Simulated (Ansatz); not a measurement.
```xyz
7

Al   -1.1253   -0.4587   -0.1227
Al    1.4046   -0.6154    0.7983
Al    0.7051    1.4712   -0.5752
H    -2.3540   -0.1991    0.9030
H     1.8103    0.1068   -0.7604
H    -1.6330   -1.4184   -1.3272
H     1.1923    1.1136    1.0842
```

Geometry: r2SCAN-D4/def2-TZVPD.

Theory: Ansatz, RKS PBE0-D4/def2-TZVPD.

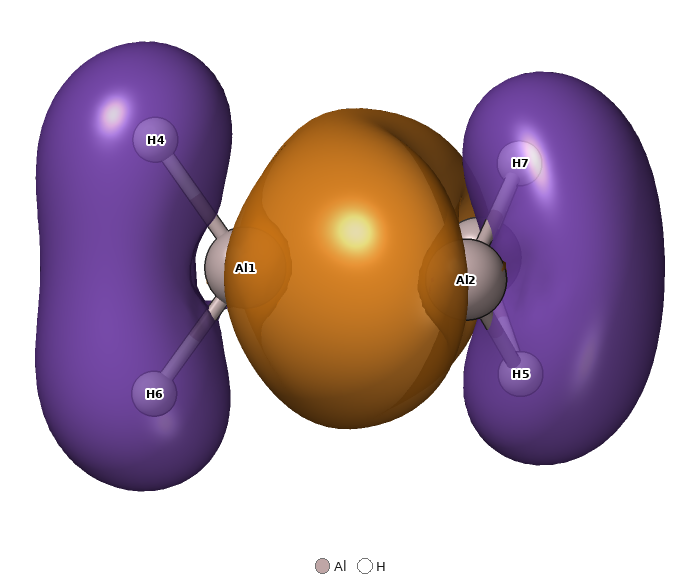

AlH$_{2}$···Al$_{2}$H$_{2}$ (charge −1). The HOMO−1 at ±0.06 Å⁻³ᐟ² (orange and purple are the two phases), seen across its widest extent.

Q: What is the character of this orbital?

A: By Hirshfeld shares it lies mainly on Al1 (about 30 %), Al2 (about 20 %), Al3 (about 20 %), H4 (about 5 %) and H6 (about 5 %). Its energy is −2.61 eV.
